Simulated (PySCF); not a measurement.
C$_{3}$H$_{7}$AlCl$_{2}$O (AlCl2(OiPr))

```xyz
14

Al    0.7179    1.8955   -1.0485
Cl    2.2378    2.9494   -1.9981
Cl   -1.2392    2.6265   -1.1135
O     1.1098    0.4687   -0.2569
C     0.4300   -0.6062    0.3476
C    -0.3859   -1.3546   -0.6929
C    -0.4161   -0.1219    1.5133
H     1.2093   -1.2844    0.7399
H    -1.1849   -0.7063   -1.0906
H    -0.8594   -2.2505   -0.2637
H     0.2565   -1.6713   -1.5279
H     0.2030    0.4447    2.2249
H    -1.2274    0.5340    1.1581
H    -0.8708   -0.9672    2.0515
```

Geometry: PBE0-D3(BJ)/def2-SVP.

Method: PBE0/pcSseg-1 Al:pcSseg-2, SCF density, gas phase, non-relativistic in PySCF 2.14.0.

What will maps of the electron density and electron localisation function show?

Answer. C–O (1.41 Å): the density is about 2 e/Å³ at the midpoint, with its minimum of 1.7 e/Å³ about 0.5 Å from C; the ELF peaks at about 0.90 between the atoms (a polar covalent bond).
Al–O (1.68 Å): ρ is about 0.95 e/Å³ halfway; the ELF peaks at about 0.85 in the valence shell of O, 0.6 Å from its nucleus, and is about 0.45 at the midpoint.
Al–Cl (2.08 Å): the density is about 0.8 e/Å³ at the midpoint; the ELF peaks at about 0.85 in the valence shell of Cl, 0.9 Å from its nucleus, and is about 0.85 at the midpoint.
C–H (1.11 Å): the density is about 2 e/Å³ at the midpoint; the ELF climbs to about 1 towards the hydrogen, as it does in any bond to H (a covalent bond by its length).

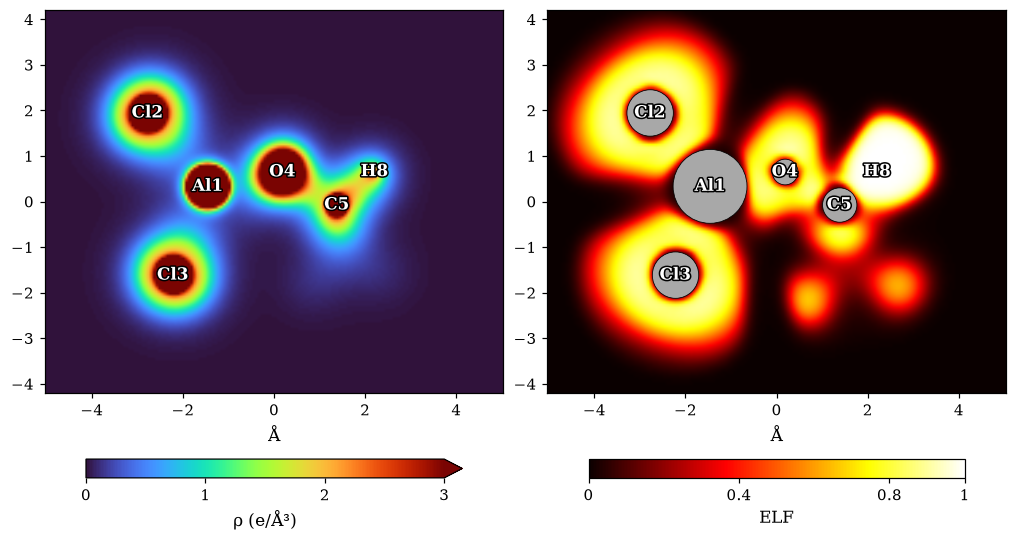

Computed electron density and electron localisation function on the plane of atoms Cl3, Al1 and O4, in this order. Grey discs cover the atomic cores in the ELF map. 
